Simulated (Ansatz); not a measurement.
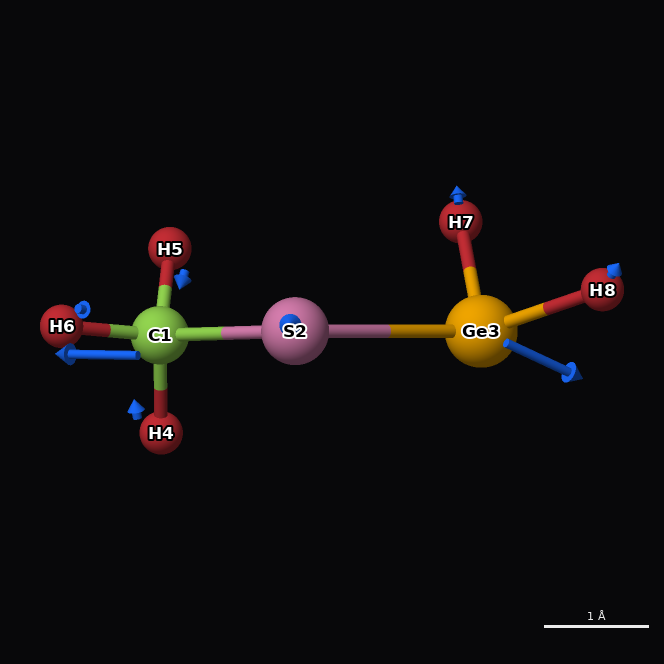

Arrows show the forces on the atoms, 3 Å of arrow for 1 eV/Å; forces under a tenth of the largest aren't drawn. The species is neutral and a spin doublet. Level of theory: B3LYP-D4/def2-TZVPP (Ansatz 0.2.0).

List the force components in the frame of the picture (x right, y up, z towards the viewer), in eV/Å.

```
atom     Fx     Fy     Fz
  C1  −0.27   0.01  −0.19
  S2  −0.01   0.02   0.36
 Ge3   0.25  −0.12  −0.18
  H4  −0.01   0.06   0.02
  H5  −0.02  −0.06   0.03
  H6   0.04  −0.01  −0.05
  H7  −0.01   0.06  −0.02
  H8   0.03   0.04   0.03
```
